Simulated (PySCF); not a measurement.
**C₇H₁₇NSi: density, localisation and related maps**

```xyz
26

C     3.5301    1.1317    0.0622
C     2.9343   -0.2356   -0.2527
N     1.5009   -0.1579   -0.3815
Si    0.4345   -1.4197    0.0594
C    -1.3372   -0.7806   -0.2225
C    -2.3436   -1.8817    0.0984
C    -1.6337    0.4401    0.6165
C    -2.7266    1.3875    0.2162
C    -1.2916    1.8139    0.1290
H     4.6062    1.0556    0.1952
H     3.3281    1.8283   -0.7492
H     3.0867    1.5257    0.9729
H     3.1529   -0.9343    0.5563
H     3.3955   -0.6351   -1.1680
H     1.2233    0.5155   -1.0787
H     0.6745   -1.7109    1.4784
H     0.6057   -2.6743   -0.7003
H    -1.4687   -0.5084   -1.2751
H    -2.2554   -2.1835    1.1398
H    -3.3632   -1.5361   -0.0692
H    -2.1699   -2.7569   -0.5230
H    -1.5191    0.2664    1.6805
H    -3.3494    1.8227    0.9835
H    -3.2522    1.1955   -0.7078
H    -0.9257    2.5418    0.8373
H    -0.8574    1.9127   -0.8546
```

Geometry: GFN2-xTB.

Level of theory: PBE0/pcSseg-1, SCF density, gas phase, non-relativistic in PySCF 2.14.0.

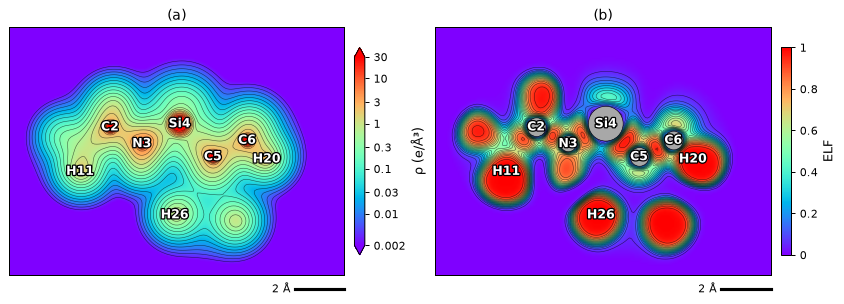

Figure 1. (a) total electron density; (b) electron localisation function on the plane of atoms C5, C6 and H20. Grey discs cover the atomic cores in the ELF map.

Read the bonding off the picture.

Answer. Atoms in the plane: C, N, Si and H.
C–N (1.44 Å): ρ is about 1.9 e/Å³ halfway; the ELF peaks at about 0.90 between the atoms (a covalent bond).
C–C (1.53 Å): ρ at the midpoint is about 1.6 e/Å³; the ELF peaks at about 0.95 between the atoms (localised, covalent bonding).
Si–N (1.71 Å): ρ at the midpoint is about 1.1 e/Å³; the ELF peaks at about 0.90 between the atoms; a shared but strongly polarised pair.
C–Si (1.90 Å): the density is about 0.94 e/Å³ at the midpoint; the ELF peaks at about 0.95 between the atoms (a shared electron pair).
C–H (1.09 Å): ρ is about 2 e/Å³ halfway; the ELF climbs to about 1 towards the hydrogen, as it does in any bond to H: a covalent bond by its length.

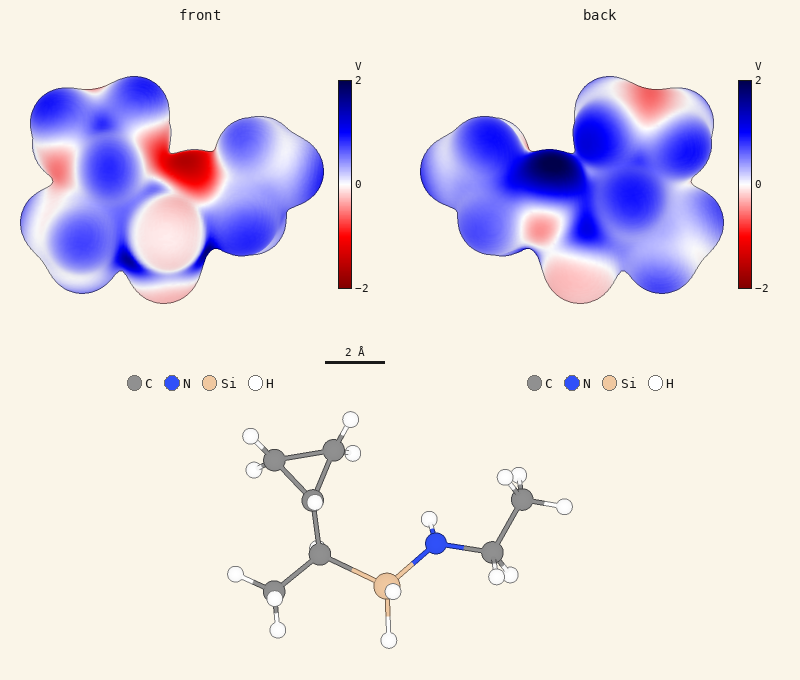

Figure 2. The molecular electrostatic potential painted on the density surface at 0.004 e/bohr³, seen from the front and from behind; the colour scale runs from red (negative) to blue (positive). The bare structure is drawn below in the same view.

Describe the electrostatic potential map.

Answer. The most negative region (about −1.5 V, or −35 kcal/mol for a unit charge) lies over N3, the most positive (about +1.9 V, or +44 kcal/mol for a unit charge) over H15. N3 is the likeliest acceptor of a hydrogen bond.

What dipole moment does the calculation give?

Answer. Its dipole moment is 0.93 D.
